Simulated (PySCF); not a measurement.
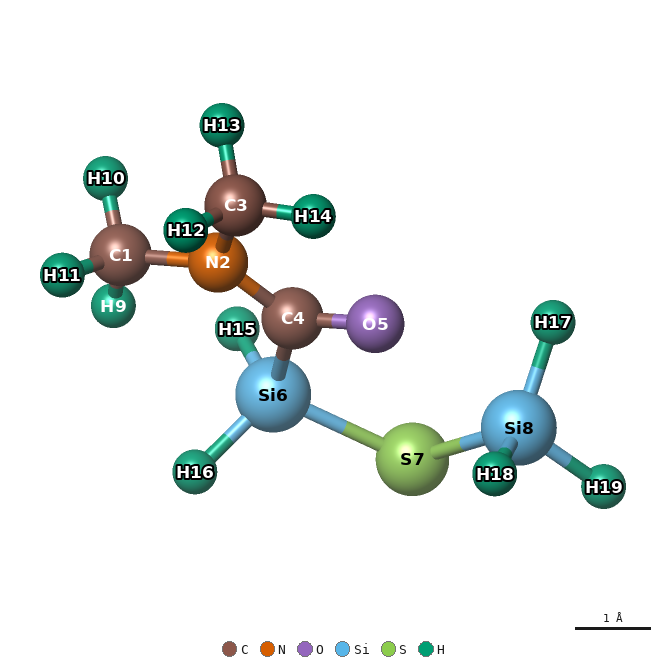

Atoms carry their numbers in the input. Computed geometry: PBE0-D3(BJ)/def2-SVP optimisation. No frequency run is at hand to confirm it as a minimum.

What are the angles N2–C1–H9, N2–C3–H13, N2–C3–H14, C3–N2–C4, C4–Si6–S7, C4–Si6–H15, C4–Si6–H16, O5–C4–Si6, Si6–S7–Si8, S7–Si6–H15, S7–Si8–H17, S7–Si8–H19?

```tsv
angle	degrees
N2–C1–H9	111.0
N2–C3–H13	110.6
N2–C3–H14	108.3
C3–N2–C4	119.7
C4–Si6–S7	107.6
C4–Si6–H15	110.6
C4–Si6–H16	109.1
O5–C4–Si6	116.5
Si6–S7–Si8	108.6
S7–Si6–H15	110.3
S7–Si8–H17	114.9
S7–Si8–H19	96.3
```
